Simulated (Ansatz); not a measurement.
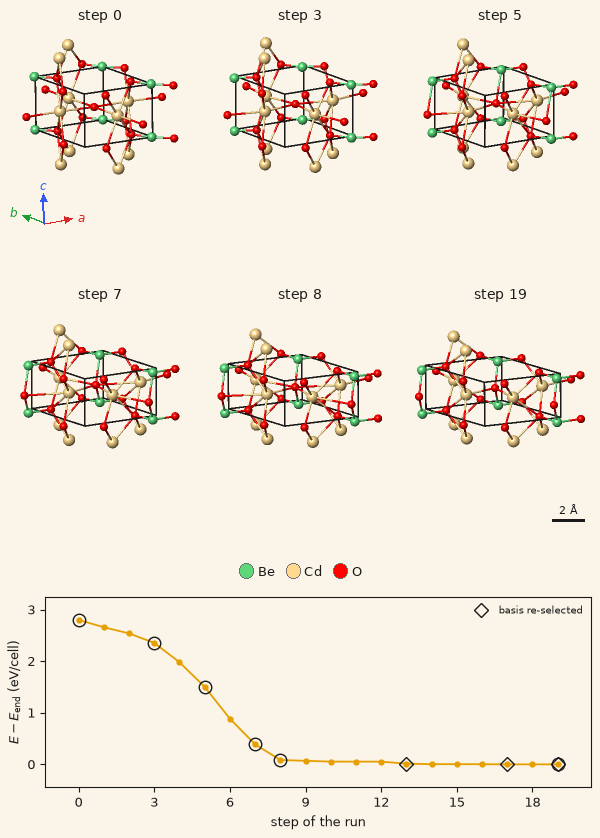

Frames of a relaxation of solid BeCd2O3 (built on the LaAl2Cu3-65 type type), marked on the history of the run. A ball-and-stick model of the cell of the calculation, seen from a free direction.

Case: shaken.

All numbers below come from Ansatz, DFT, PBEsol, plane waves, PAW.

Input
```yaml
crystal:
  lattice:
    - [2.8444847176, -3.8411470169, -0.035851877]
    - [2.8364151205, 3.8351525664, -0.0268076019]
    - [-0.0396424665, 0.0042505505, 3.6257471817]
  atoms:
    - { symbol: Be, position: [-0.0091743651, 0.0069075586, -0.0001717117] }
    - { symbol: Cd, position: [0.4857967797, -0.004405253, 0.5047672468] }
    - { symbol: Cd, position: [0.0042692991, 0.5060491476, 0.5081338367] }
    - { symbol: O, position: [0.824771011, 0.1902883036, 0.0174761715] }
    - { symbol: O, position: [0.1914368905, 0.8250096067, -0.0057444578] }
    - { symbol: O, position: [0.4990441066, 0.4944165177, 0.498708989] }
kpoints:
  mp_grid: { grid: [4, 4, 6] }
hamiltonian:
  xc: pbesol
scf:
  occupations: { method: fermi_dirac, width: 0.05 }
relax:
  f_tol: 0.01
  cell: {}
  max_steps: 120
```

Command:
```bash
ansatz run input.yaml --threads 2 --pin off --max-ram 2211MiB --backend cpu --events-out ev --progress --plain --runs-dir out
```

What happens along the run?

The energy falls by 2.801 eV per cell of the calculation in 16 accepted moves (19 points after the start). The largest force component goes from 3.9 to 0.0032 eV/Å. The pressure goes from 2.16 to 0.01 GPa. At 3 points the geometry stayed and the basis and grid were re-selected for the new cell (energy shift of 39.6 meV per cell of the calculation at most each time). The largest move relative to the cell is that of Be1, 1.01 Å along [−1 −1 0]. By element the largest moves are Be 1.01 Å, Cd 0.74 Å, O 0.65 Å. The volume changes by −14.0 %, with a 4.780 → 5.128 Å (+7.3 %), b 4.770 → 5.128 Å (+7.5 %), c 3.626 → 2.983 Å (−17.7 %), α 90.6° → 90.0°, β 90.9° → 90.0°, γ 107.0° → 119.9°. Some distances before and after: Be1–O6 3.412 → 1.754 Å, Be1–O6 (another image) 3.349 → 1.754 Å, Cd3–O6 2.399 → 3.055 Å, Cd2–O6 2.410 → 3.055 Å. New bonds form, among them: Be1–O6 (3.35 → 1.75 Å), Be1–O6 (3.41 → 1.75 Å). Bond angles that change, for instance: O4–Be1–O5 175.4° → 112.0°, O4–Cd3–O5 179.0° → 139.5°, O4–Cd2–O5 176.0° → 139.5°. The space group (tolerance 0.01 Å) goes from P1 (No. 1) to Amm2 (No. 38). From step 0 to 3: Be1 moves most (0.42 Å), volume −1.1 %, energy −0.446 eV per cell of the calculation. From step 3 to 5: Be1 moves most (0.38 Å), volume −3.8 %, energy −0.853 eV per cell of the calculation. From step 5 to 7: Be1 moves most (0.28 Å), volume −8.6 %, energy −1.115 eV per cell of the calculation. From step 7 to 8: O6 moves most (0.13 Å), volume −1.2 %, energy −0.303 eV per cell of the calculation. From step 8 to 19: Be and Cd atoms move most (0.03 Å), energy −84.4 meV per cell of the calculation.
